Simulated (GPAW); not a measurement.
**Solvation calculation, with input and output: CH₂InN (part 1 of 2)**

CH₂InN, SMILES N#[C][InH2], computed with RPBE/szp(dzp), scalar-relativistic datasets, continuum, electrostatics alone, water's cavity solvent DMSO (GPAW 26.7.0).

The geometry comes from this level: PBE0-D4/def2-TZVP.

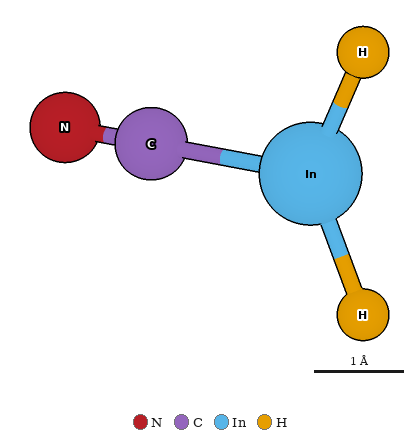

The structure (ball-and-stick view, seen at a tilt). Sticks mark near contacts. Bond lengths as drawn: C–In 2.14 Å, C–N 1.15 Å and H–In 1.70 Å.

Input (run_solv.py):
```python
import numpy as np
from ase import Atoms
from ase.units import Debye, kcal, mol
from gpaw import GPAW
from gpaw.solvation import EffectivePotentialCavity, GradientSurface, LinearDielectric, Power12Potential, SolvationGPAW

atoms = Atoms(['N', 'C', 'In', 'H', 'H'],
    positions=[[  0.144900,  -1.912500,   1.592000],
               [  0.082200,  -1.031400,   0.848900],
               [ -0.033600,   0.599300,  -0.526000],
               [ -1.022800,   0.306000,  -1.881900],
               [  0.879300,   1.965100,  -0.074400]])
atoms.set_cell([13.0, 13.0, 13.0])
atoms.center()

gpaw_calc = GPAW(mode='lcao',
                 basis='szp(dzp)',
                 h=0.2,
                 xc='RPBE',
                 occupations={'name': 'fermi-dirac', 'width': 0.01},
                 maxiter=150,
                 legacy_gpaw=True,
                 txt='-')
atoms.calc = gpaw_calc
e_gas = atoms.get_potential_energy()
mu_gas = np.linalg.norm(atoms.get_dipole_moment()) / Debye

# Dielectric constant of DMSO; cavity of the water model, electrostatics alone
solvent = dict(cavity=EffectivePotentialCavity(effective_potential=Power12Potential(atomic_radii={'H': 1.09}, u0=0.18),
                                               temperature=298.15, surface_calculator=GradientSurface()),
               dielectric=LinearDielectric(epsinf=46.7),
               interactions=[])
gpaw_calc = SolvationGPAW(mode='lcao',
                          occupations={'name': 'fermi-dirac', 'width': 0.01},
                          h=0.2,
                          maxiter=150,
                          xc='RPBE',
                          basis='szp(dzp)',
                          txt='-',
                          **solvent)
atoms.calc = gpaw_calc
e_sol = atoms.get_potential_energy()
mu_sol = np.linalg.norm(atoms.get_dipole_moment()) / Debye
dg = (e_sol - e_gas) / (kcal / mol)
print(f'Electrostatic solvation energy{dg:.2f} kcal/mol')
print(f'Dipole {mu_gas:.3f} D in gas, {mu_sol:.3f} D in solution')
```

Run on 1 thread of Arm Neoverse V2, 24 GiB of memory available, shared host.

Run as:
```bash
python3 -u run_solv.py | tee run_solv.out
```

The program's output:
```
___ ___ ___ _ _ _
 |   |   |_  | | | |
 | | | | | . | | | |
 |__ |  _|___|_____|  26.7.0
 |___|_|

units:  Angstrom and eV
cores:  1
OpenMP: False

Versions:
  Python: 3.12.14
  ASE:    3.29.0
  Numpy:  2.5.5
  Scipy:  1.18.1
  Libxc:  7.0.0

        _gpaw.cpython-312-aarch64-linux-gnu.so

Input parameters:
  basis: szp(dzp)
  h: 0.2
  maxiter: 150
  mode: lcao
  occupations: {name: fermi-dirac,
                width: 0.01}
  xc: RPBE

System changes: positions, numbers, cell, pbc, initial_charges, initial_magmoms

Initialize ...

species:
  N:
    name:    Nitrogen
    Z:       7.0
    valence: 5
    core:    2
    charge:  0.0  # [|e|]
    file:    N.RPBE.gz
    compensation charges:
      type: gauss
      rc: 0.18  # [Å]
      lmax: 2
    cutoffs:
      filter: 1.11  # [Å]
      core: 0.96  # [Å]
    projectors
    | kind |    occ | energy [eV] | rcut [Å] |
    |------|--------|-------------|----------|
    |   2s |  2.000 |     -18.658 |    0.603 |
    |   2p |  3.000 |      -7.050 |    0.529 |
    |    s |        |       8.553 |    0.603 |
    |    p |        |      20.161 |    0.529 |
    |    d |        |       0.000 |    0.577 |

    LCAO basis set for N:
      Name: szp(dzp)
      File: N.dzp.basis.gz
      Number of radial functions: 3
      Number of spherical harmonics: 9
        l=0, rc=4.8594 Bohr: 2s-sz confined orbital
        l=1, rc=6.0625 Bohr: 2p-sz confined orbital
        l=2, rc=6.0625 Bohr: d-type Gaussian polarization
      Number of RI-basis functions 0

  C:
    name:    Carbon
    Z:       6.0
    valence: 4
    core:    2
    charge:  0.0  # [|e|]
    file:    C.RPBE.gz
    compensation charges:
      type: gauss
      rc: 0.20  # [Å]
      lmax: 2
    cutoffs:
      filter: 1.14  # [Å]
      core: 1.14  # [Å]
    projectors
    | kind |    occ | energy [eV] | rcut [Å] |
    |------|--------|-------------|----------|
    |   2s |  2.000 |     -13.815 |    0.635 |
    |   2p |  2.000 |      -5.254 |    0.635 |
    |    s |        |      13.396 |    0.635 |
    |    p |        |      21.957 |    0.635 |
    |    d |        |       0.000 |    0.635 |

    LCAO basis set for C:
      Name: szp(dzp)
      File: C.dzp.basis.gz
      Number of radial functions: 3
      Number of spherical harmonics: 9
        l=0, rc=5.5469 Bohr: 2s-sz confined orbital
        l=1, rc=6.6719 Bohr: 2p-sz confined orbital
        l=2, rc=6.6719 Bohr: d-type Gaussian polarization
      Number of RI-basis functions 0

  In:
    name:    Indium
    Z:       49.0
    valence: 13
    core:    36
    charge:  0.0  # [|e|]
    file:    In.RPBE.gz
    compensation charges:
      type: gauss
      rc: 0.36  # [Å]
      lmax: 2
    cutoffs:
      filter: 2.09  # [Å]
      core: 2.48  # [Å]
    projectors
    | kind |    occ | energy [eV] | rcut [Å] |
    |------|--------|-------------|----------|
    |   5s |  2.000 |      -8.122 |    1.185 |
    |   5p |  1.000 |      -2.465 |    1.244 |
    |   4d | 10.000 |     -18.638 |    1.148 |
    |    s |        |      19.089 |    1.185 |
    |    p |        |      24.746 |    1.244 |
    |    d |        |       8.573 |    1.148 |

    LCAO basis set for In:
      Name: szp(dzp)
      File: In.dzp.basis.gz
      Number of radial functions: 4
      Number of spherical harmonics: 14
        l=0, rc=7.7188 Bohr: 5s-sz confined orbital
        l=1, rc=10.7500 Bohr: 5p-sz confined orbital
        l=2, rc=4.4219 Bohr: 4d-sz confined orbital
        l=2, rc=10.7500 Bohr: d-type Gaussian polarization
      Number of RI-basis functions 0

  H:
    name:    Hydrogen
    Z:       1.0
    valence: 1
    core:    0
    charge:  0.0  # [|e|]
    file:    H.RPBE.gz
    compensation charges:
      type: gauss
      rc: 0.15  # [Å]
      lmax: 2
    cutoffs:
      filter: 0.85  # [Å]
      core: 0.53  # [Å]
    projectors
    | kind |    occ | energy [eV] | rcut [Å] |
    |------|--------|-------------|----------|
    |   1s |  1.000 |      -6.572 |    0.476 |
    |    s |        |      20.639 |    0.476 |
    |    p |        |       0.000 |    0.476 |

    LCAO basis set for H:
      Name: szp(dzp)
      File: H.dzp.basis.gz
      Number of radial functions: 2
      Number of spherical harmonics: 4
        l=0, rc=6.4219 Bohr: 1s-sz confined orbital
        l=1, rc=6.4219 Bohr: p-type Gaussian polarization
      Number of RI-basis functions 0

Reference energy: -162522.549110  # eV

Spin-paired calculation

Convergence criteria:
 Maximum [total energy] change in last 3 cyles: 0.0005 eV / valence electron
 Maximum integral of absolute [dens]ity change: 0.0001 electrons / valence electron
 Maximum integral of absolute [eigenst]ate change: 4e-08 eV^2 / valence electron
 Maximum number of scf [iter]ations: 150
 (Square brackets indicate name in SCF output, whereas a 'c' in
 the SCF output indicates the quantity has converged.)

Symmetries present (total): 1

  ( 1  0  0)
  ( 0  1  0)
  ( 0  0  1)

1 k-point (Gamma)
1 k-point in the irreducible part of the Brillouin zone
       k-points in crystal coordinates                weights
   0:     0.00000000    0.00000000    0.00000000          1/1

Wave functions: LCAO
  Diagonalizer: Serial LAPACK
  Atomic Correction: dense with blas
  Data-type: float

Occupation numbers: Fermi-Dirac:
  width: 0.0100  # eV

Eigensolver
   LCAO using direct dense diagonalizer

Densities:
  Coarse grid: 64*64*64 grid
  Fine grid: 128*128*128 grid
  Total Charge: 0.000000

Density mixing:
  Method: separate
  Backend: msr1
  Linear mixing parameter: 0.05
  old densities: 10
  Width of damping distribution: 1.1
  Damping of long wavelength oscillations: 1  # (no daming)

Hamiltonian:
  XC and Coulomb potentials evaluated on a 128*128*128 grid
  Using the RPBE Exchange-Correlation functional
  Interpolation: tri-quintic (5. degree polynomial)
  Poisson solver: FastPoissonSolver using
    Stencil: 6*3+1=19 point O(h^6) finite-difference Laplacian
    FFT axes: []
    FST axes: [np.int64(0), np.int64(1), np.int64(2)]

XC parameters: RPBE with 2 nearest neighbor stencil

Memory estimate:
  Process memory now: 334.54 MiB
  Calculator: 138.09 MiB
    Density: 94.66 MiB
      Arrays: 50.70 MiB
      Localized functions: 5.81 MiB
      Mixer: 38.15 MiB
    Hamiltonian: 33.57 MiB
      Arrays: 33.16 MiB
      XC: 0.00 MiB
      Poisson: 0.00 MiB
      vbar: 0.40 MiB
    Wavefunctions: 9.86 MiB
      C [qnM]: 0.01 MiB
      S, T [2 x qmm]: 0.02 MiB
      P [aqMi]: 0.00 MiB
      BasisFunctions: 9.83 MiB
      Eigensolver: 0.00 MiB

Total number of cores used: 1

Number of atoms: 5
Number of atomic orbitals: 40
Number of bands in calculation: 19
Number of valence electrons: 24
Bands to converge: occupied

... initialized

Initializing position-dependent things.

Density initialized from atomic densities
         .-------------------------------.
        /|                               |
       / |                               |
      /  |                               |
     /   |                               |
    /    |                               |
   /     |                               |
  /      |                               |
 *       |                               |
 |       |                               |
 |       |                               |
 |       |          NC   H               |
 |       |           In                  |
 |       |                               |
 |       |         H                     |
 |       |                               |
 |       .-------------------------------.
 |      /                               /
 |     /                               /
 |    /                               /
 |   /                               /
 |  /                               /
 | /                               /
 |/                               /
 *-------------------------------*

Atomic positions and initial magnetic moments

Positions:
   0 N      6.716650    4.561200    8.236950    ( 0.0000,  0.0000,  0.0000)
   1 C      6.653950    5.442300    7.493850    ( 0.0000,  0.0000,  0.0000)
   2 In     6.538150    7.073000    6.118950    ( 0.0000,  0.0000,  0.0000)
   3 H      5.548950    6.779700    4.763050    ( 0.0000,  0.0000,  0.0000)
   4 H      7.451050    8.438800    6.570550    ( 0.0000,  0.0000,  0.0000)

Unit cell:
           periodic     x           y           z      points  spacing
  1. axis:    no    13.000000    0.000000    0.000000    64     0.2031
  2. axis:    no     0.000000   13.000000    0.000000    64     0.2031
  3. axis:    no     0.000000    0.000000   13.000000    64     0.2031

  Lengths:  13.000000  13.000000  13.000000
  Angles:   90.000000  90.000000  90.000000

Effective grid spacing dv^(1/3) = 0.2031

iter:   1 00:00:01   -21.677346        c
iter:   2 00:00:02   -21.335839        c -0.93
iter:   3 00:00:02   -19.950041        c -0.96
iter:   4 00:00:03   -19.930954        c -1.51
iter:   5 00:00:04   -19.912881        c -1.99
iter:   6 00:00:04   -19.911874        c -2.55
iter:   7 00:00:05   -19.911729c       c -3.15
iter:   8 00:00:05   -19.911717c       c -3.70
iter:   9 00:00:06   -19.911717c       c -4.09c

Converged after 9 iterations.

Dipole moment: (-0.042929, 0.605165, -0.510245) |e|*Ang

Energy contributions relative to reference atoms: (reference = -162522.549110)

Kinetic:         -8.978696
Potential:       +4.984469
External:        +0.000000
XC:             -16.516443
Entropy (-ST):   -0.000000
Local:           +0.598953
SIC:             +0.000000
--------------------------
Free energy:    -19.911717
Extrapolated:   -19.911717

 Band  Eigenvalues  Occupancy
    0    -23.32741    2.00000
    1    -21.43662    2.00000
    2    -21.25788    2.00000
    3    -21.23870    2.00000
    4    -21.21744    2.00000
    5    -21.15347    2.00000
    6    -13.03760    2.00000
    7    -10.16506    2.00000
    8     -9.03727    2.00000
    9     -8.91194    2.00000
   10     -8.33243    2.00000
   11     -8.24900    2.00000
   12     -3.72208    0.00000
   13     -1.29631    0.00000
   14     -0.76511    0.00000
   15      0.12526    0.00000
   16      0.47966    0.00000
   17      4.17717    0.00000
   18      7.24346    0.00000

Fermi level: -5.79574

Gap: 4.527 eV
Transition (v -> c):
  (s=0, k=0, n=11, [0.00, 0.00, 0.00]) -> (s=0, k=0, n=12, [0.00, 0.00, 0.00])
No difference between direct/indirect transitions

  ___ ___ ___ _ _ _
 |   |   |_  | | | |
 | | | | | . | | | |
 |__ |  _|___|_____|  26.7.0
 |___|_|

units:  Angstrom and eV
cores:  1
OpenMP: False

Versions:
  Python: 3.12.14
  ASE:    3.29.0
  Numpy:  2.5.5
  Scipy:  1.18.1
  Libxc:  7.0.0

        _gpaw.cpython-312-aarch64-linux-gnu.so

Input parameters:
  basis: szp(dzp)
  h: 0.2
  maxiter: 150
  mode: lcao
  occupations: {name: fermi-dirac,
                width: 0.01}
  xc: RPBE

Implicit solvation parameters:
Cavity:  EffectivePotentialCavity
  Surface Calculator: GradientSurface with 3 nn
  Volume Calculator: None
  EffectivePotentialCavity
    Potential: Power12Potential
      u0: 0.18eV
      pbc_cutoff: 1e-06
      tiny: 1e-10
    temperature: 298.15K
Dielectric:
  Type: LinearDielectric
  Solvent dielectric constant: 46.7

Timing:                              incl.     excl.
```
